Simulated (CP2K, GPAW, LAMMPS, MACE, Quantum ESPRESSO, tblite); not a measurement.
**Running amorphous Ge (65 atoms) with tblite**

Aim: run amorphous Ge (65 atoms) in tblite and see how near its forces come to a plane-wave reference, and at what cost.

Program: tblite 0.8.0. Level of theory: the method is named at each step. Results are calculated unless marked as measured.

### 1. The starting structure

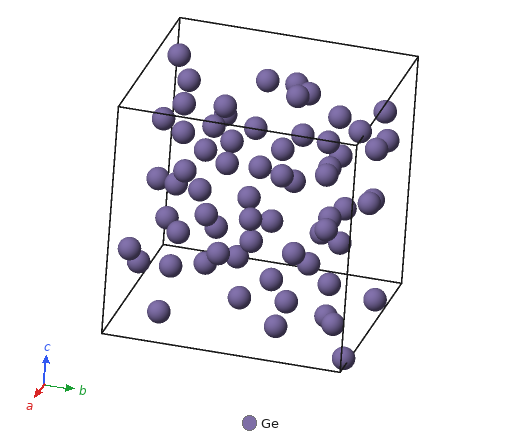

The cell as given, from a free direction (germanium purple). Some periodic images of atoms are drawn too.

The cell holds 65 atoms: 65 Ge. Cell: a = 11.613 Å, b = 11.613 Å, c = 11.613 Å, α = 90.0°, β = 90.0°, γ = 90.0°. 65 atoms (65 Ge) placed at random at 5.01 g/cm³, melted at 3500 K for 10 ps at fixed volume with the Tersoff potential (Tersoff, Phys. Rev. B 39, 5566 (1989)). Quenched from 3500 K to 700 K at 5 K/ps and fixed volume, held 5 ps, then minimised at fixed cell.

The yardstick, on the same geometry:

| Quantity | Value |
| --- | --- |
| method | Kohn-Sham DFT, PBE, SSSP efficiency 1.3.0 pseudopotentials, plane waves (Quantum ESPRESSO 7.5); sssp-pbe-1.3.0-efficiency, cutoffs 45/360 Ry, Γ point |
| r.m.s. force component | 0.1851 eV/Å |
| longest force | 0.6546 eV/Å |
| pressure | 1.265 GPa |
| time | 14 min on 1 thread of Arm Neoverse V1, shared host |
| CPU time | 14 min |

### 2. GFN1-xTB

Method: GFN1-xTB tight binding, diagonalisation.

run.py reads:

```python
import numpy as np
from ase.io import read
from tblite.ase import TBLite

atoms = read("structure.xyz")
atoms.calc = TBLite(method="GFN1-xTB", electronic_temperature=580, accuracy=1.0, max_iterations=250, mixer_damping=0.1, verbosity=1)
energy = atoms.get_potential_energy()
forces = atoms.get_forces()
print(f"energy {energy:.6f} eV")
print("forces (eV/A)")
for i, (a, f) in enumerate(zip(atoms, forces)):
    print(f"{i:4d} {a.symbol:2s} {f[0]:10.5f} {f[1]:10.5f} {f[2]:10.5f}")
stress = -atoms.get_stress(voigt=False) * 160.21766
print("stress (GPa, compression positive)")
for row in stress:
    print(" ".join(f"{x:10.4f}" for x in row))
print("charges (e)")
print(np.array2string(atoms.get_charges(), precision=4, suppress_small=True, max_line_width=110, threshold=100000))
```

structure.xyz reads:

```xyz
65
Lattice="11.61260 0.00000 0.00000 0.00000 11.61260 0.00000 0.00000 0.00000 11.61260" Properties=species:S:1:pos:R:3 pbc="T T T"
Ge 2.50008 1.08276 8.37408
Ge 1.69428 0.47426 2.11361
Ge 9.83309 3.81218 7.31513
Ge 4.98041 11.35155 10.69195
Ge 11.50809 8.03975 10.76674
Ge 11.13021 10.98912 2.17016
Ge 7.82387 11.56150 7.15615
Ge 10.53031 4.10122 9.67306
Ge 2.47952 4.16753 1.06058
Ge 0.47948 6.44604 6.89115
Ge 1.86696 8.00097 2.69261
Ge 8.37698 1.93698 0.17907
Ge 0.94376 0.31656 10.11783
Ge 6.04517 2.06124 3.34942
Ge 8.66730 5.83173 1.68058
Ge 7.67895 2.53491 7.21456
Ge 7.06534 5.65371 9.69594
Ge 2.08934 8.60970 0.25815
Ge 5.55686 11.21661 6.37741
Ge 6.40412 6.78989 1.88391
Ge 7.80994 7.25555 7.82387
Ge 11.07110 2.09282 11.14322
Ge 2.35202 5.66695 3.09406
Ge 11.58032 10.43044 7.09007
Ge 2.56557 5.03615 10.26113
Ge 2.63606 10.99388 0.09093
Ge 3.68700 3.62917 6.21704
Ge 0.43861 5.97190 9.40098
Ge 0.65820 2.63954 1.60056
Ge 1.65723 4.76953 5.41960
Ge 4.46133 1.42498 5.09886
Ge 1.17624 0.84226 6.34362
Ge 3.61988 3.36823 8.64744
Ge 9.60130 6.29937 6.14887
Ge 5.96353 2.02152 11.09607
Ge 11.10432 8.65557 2.91209
Ge 6.71824 9.58574 10.79635
Ge 0.04494 2.95587 5.80618
Ge 5.36154 9.14899 5.01734
Ge 9.90752 11.34075 0.00267
Ge 8.27990 9.63254 8.82093
Ge 4.82016 5.31996 2.97248
Ge 9.30378 8.42924 4.63250
Ge 6.08280 3.41050 9.03333
Ge 7.79159 0.65065 2.29302
Ge 1.63401 8.61028 6.64194
Ge 9.58365 10.68162 5.66637
Ge 4.82120 3.18952 1.48920
Ge 10.71425 2.87249 3.59828
Ge 5.57242 7.34532 6.68386
Ge 9.13087 4.76198 3.93737
Ge 8.04451 9.92099 1.18959
Ge 5.35608 5.18526 5.38534
Ge 5.86088 7.29097 11.13277
Ge 4.19819 10.88914 8.37884
Ge 9.74680 0.61245 3.71917
[... 5 atom lines left out ...]
Ge 10.77266 10.07753 9.51211
Ge 3.67434 8.43052 8.12058
Ge 2.89293 9.28300 4.55609
Ge 7.14837 8.69319 3.30297
```

Run with:

```bash
> OMP_NUM_THREADS=1 python run.py > output.txt
```

What it wrote:

```text
------------------------------------------------------------
  cycle        total energy    energy error   density error
------------------------------------------------------------
      1     -104.0656117527  -1.0396347E+02   3.7865997E-01
      2     -109.0094578410  -4.9438461E+00   2.3787862E-01
      3     -109.7583672342  -7.4890939E-01   1.9570745E-01
      4     -109.4587226755   2.9964456E-01   1.7301250E-01
      5     -109.6060050919  -1.4728242E-01   4.4326989E-02
      6     -109.8459583607  -2.3995327E-01   1.3996233E-02
      7     -109.8480928687  -2.1345081E-03   6.7456947E-03
      8     -109.8484983938  -4.0552505E-04   6.1733786E-03
      9     -109.8488271669  -3.2877309E-04   3.7543226E-03
     10     -109.8490049371  -1.7777024E-04   6.1708727E-04
     11     -109.8490131436  -8.2064767E-06   4.1658488E-04
     12     -109.8490129481   1.9546131E-07   3.4653326E-04
     13     -109.8490129175   3.0611218E-08   1.8711354E-04
     14     -109.8490144470  -1.5295345E-06   3.9015007E-05
     15     -109.8490144860  -3.8969077E-08   2.8118314E-05
     16     -109.8490144795   6.4648589E-09   2.4272992E-05
     17     -109.8490144802  -6.7947781E-10   1.0615927E-05
------------------------------------------------------------
 total:                                   6.189 sec
energy -2989.143937 eV
forces (eV/A)
   0 Ge   -0.01205    0.04669   -0.16242
   1 Ge    0.08524    0.05266    0.18704
   2 Ge   -0.11065    0.02943    0.54798
   3 Ge   -0.25251   -0.07676    0.00494
   4 Ge    0.04423   -0.00560    0.02900
   5 Ge    0.28472    0.07688   -0.17543
   6 Ge    0.21944   -0.12443    0.03063
   7 Ge   -0.28773   -0.29645   -0.04361
   8 Ge   -0.04795   -0.13414   -0.12817
   9 Ge   -0.03601    0.23290    0.00093
  10 Ge   -0.14231    0.06765   -0.23461
  11 Ge   -0.12728   -0.02123    0.12181
  12 Ge    0.25765    0.15372    0.31512
  13 Ge   -0.37583   -0.16710    0.07192
  14 Ge    0.12657   -0.10710    0.13363
  15 Ge    0.29296   -0.07542   -0.08213
  16 Ge    0.09435   -0.04723    0.04814
  17 Ge   -0.15928   -0.00754    0.12519
  18 Ge    0.13465    0.06939   -0.10174
  19 Ge    0.09605    0.23130    0.14796
  20 Ge   -0.03022   -0.06473   -0.00764
  21 Ge    0.27266   -0.52611   -0.13055
  22 Ge    0.02599   -0.10994   -0.10702
  23 Ge    0.07902    0.07173   -0.02612
[...]
57 Ge   -0.07084    0.15273   -0.06229
  58 Ge   -0.01811   -0.05776   -0.11200
  59 Ge   -0.01563   -0.22705   -0.16868
  60 Ge    0.23901   -0.07162    0.01758
  61 Ge   -0.06369   -0.01894   -0.05846
  62 Ge   -0.07012   -0.03673    0.13753
  63 Ge    0.22877   -0.10089    0.00135
  64 Ge    0.03774    0.15242   -0.21883
stress (GPa, compression positive)
    3.2948     0.9655     1.2957
    0.9655     1.9398    -0.0557
    1.2957    -0.0557     1.6078
charges (e)
[-0.0079 -0.0351 -0.0077 -0.0035 -0.0016 -0.0527 -0.0343 -0.0579  0.0746  0.0152  0.0345  0.0144 -0.0378
 -0.0187 -0.0121  0.0415 -0.0274 -0.0123 -0.0107 -0.0323  0.0626  0.039  -0.0007  0.0132  0.0238 -0.0054
 -0.0279  0.0073  0.001  -0.0172  0.0026 -0.0175  0.0241  0.0506  0.0246 -0.0732 -0.0556 -0.0254 -0.0229
  0.1256  0.0302  0.0144  0.0421  0.0126  0.0263 -0.0297 -0.014  -0.0284 -0.026   0.0041  0.0362  0.0499
 -0.058  -0.0154 -0.0448 -0.054  -0.0147 -0.0064  0.0092 -0.0175  0.0063  0.0331  0.043   0.0241  0.0211]
```

Run time: 6.8 s. Hardware: 1 thread of Arm Neoverse V1, shared host; peak memory 0.13 GiB.

Banners, paths, timers and routine set-up lines are dropped from the logs unmarked, and long logs keep their key lines alone; longer cuts are marked.

Compared with the plane-wave run:

- r.m.s. force component: 0.1502 eV/Å
- r.m.s. difference of force components: 97.78 meV/Å
- longest difference of force vectors: 360 meV/Å
- force difference over r.m.s. force: 52.81 %
- slope of forces against the reference's: 0.6895
- correlation of force components: 0.8501
- pressure: 2.281 GPa
- pressure difference: 1.016 GPa

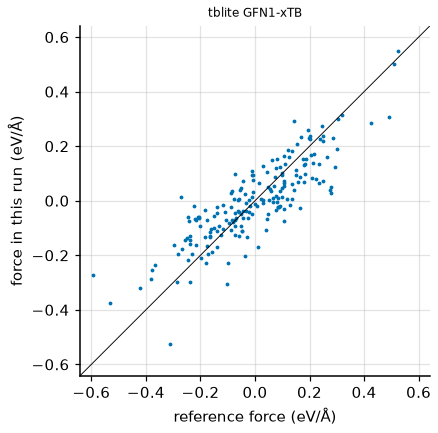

Force components against those of the reference; the line marks equality.

A closer look about Ge40, whose charge lies farthest from its element's mean: 13 atoms, nearest first, numbered in the order of the input, with positions taken from that point.

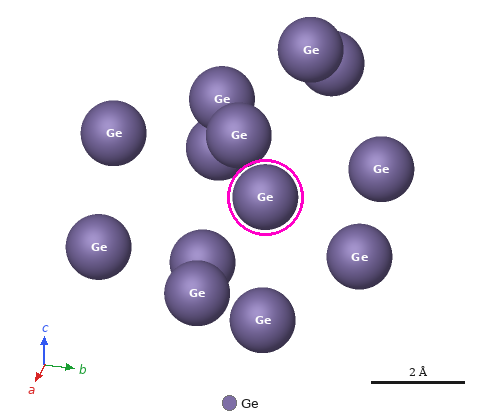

The atoms of the table, within 3.8 Å (arrows a, b, c point along x, y, z); some may hide others; the central atom is ringed.

| atom | x | y | z | distance (Å) | Mulliken charge (e) | Fx | Fy | Fz (eV/Å) |
| --- | --- | --- | --- | --- | --- | --- | --- | --- |
| Ge40 | 0.00 | 0.00 | 0.00 | 0.00 | 0.13 | -0.005 | 0.501 | -0.058 |
| Ge6 | 1.22 | -0.35 | 2.17 | 2.51 | -0.05 | 0.285 | 0.077 | -0.175 |
| Ge62 | 0.87 | -1.26 | -2.10 | 2.60 | 0.03 | -0.064 | -0.019 | -0.058 |
| Ge52 | -1.86 | -1.42 | 1.19 | 2.63 | 0.05 | -0.143 | 0.034 | 0.309 |
| Ge22 | 1.16 | 2.36 | -0.47 | 2.68 | 0.04 | 0.273 | -0.526 | -0.131 |
| Ge12 | -1.53 | 2.21 | 0.18 | 2.69 | 0.01 | -0.127 | -0.021 | 0.122 |
| Ge13 | 2.65 | 0.59 | -1.50 | 3.10 | -0.04 | 0.258 | 0.154 | 0.315 |
| Ge45 | -2.12 | 0.92 | 2.29 | 3.25 | 0.03 | -0.227 | -0.033 | -0.305 |
| Ge60 | -0.10 | -3.41 | 1.02 | 3.56 | -0.02 | -0.016 | -0.227 | -0.169 |
| Ge41 | -1.63 | -1.71 | -2.79 | 3.66 | 0.03 | -0.069 | 0.040 | 0.168 |
| Ge37 | -3.19 | -1.76 | -0.82 | 3.73 | -0.06 | -0.067 | 0.067 | 0.003 |
| Ge5 | 1.60 | -3.30 | -0.85 | 3.77 | 0.00 | 0.044 | -0.006 | 0.029 |
| Ge56 | -0.16 | 0.88 | 3.72 | 3.82 | -0.05 | -0.092 | 0.108 | 0.072 |

Atoms are counted from 1 here, from 0 in the log.

Forces lie 53 % from the reference's, at 0.0080 times its CPU time.

### 3. Summary of results

```yaml
force_difference_from_the_reference: tblite GFN1-xTB, 53 %
its_cpu_time: 6.8 s
```

Tight binding differs by 53 % (tblite GFN1-xTB); it is another model, with fitted parameters of its own, and the xTB methods hold dispersion. One electronic-structure run takes under half the reference's CPU time: tblite GFN1-xTB, at 53 % in 6.8 s against 14 min. Periodic xTB results under one method name differ between programs and library versions. The reference's pressure holds the uncorrected Pulay stress of its 45 Ry basis, so small pressure differences, and their order, may be the reference's own error. The quench rate of 5 K/ps is many orders above laboratory rates, so the cell is likely richer in defects and strain than a real sample. The network of bonds at the start is that of the classical potential that made the cell, and needn't be the one that DFT or experiment would give. The electronic-structure runs sample only Γ, in a cell whose shortest periodic width is 12 Å, which is coarse for a cell with partly filled levels.

[Also dropped from logs without a mark: logging warnings of Python, and SIESTA's first energy breakdown and zero terms.]

[Logs are printed without paths, hosts, clocks, repeated set-up lines and the standing remarks that a program may print on its own settings, such as how far it seeks lower states.]

[Hosts, paths, dates, database ids (printed as entryN), source tags and the programs' standing remarks are cut or masked in the printed files.]
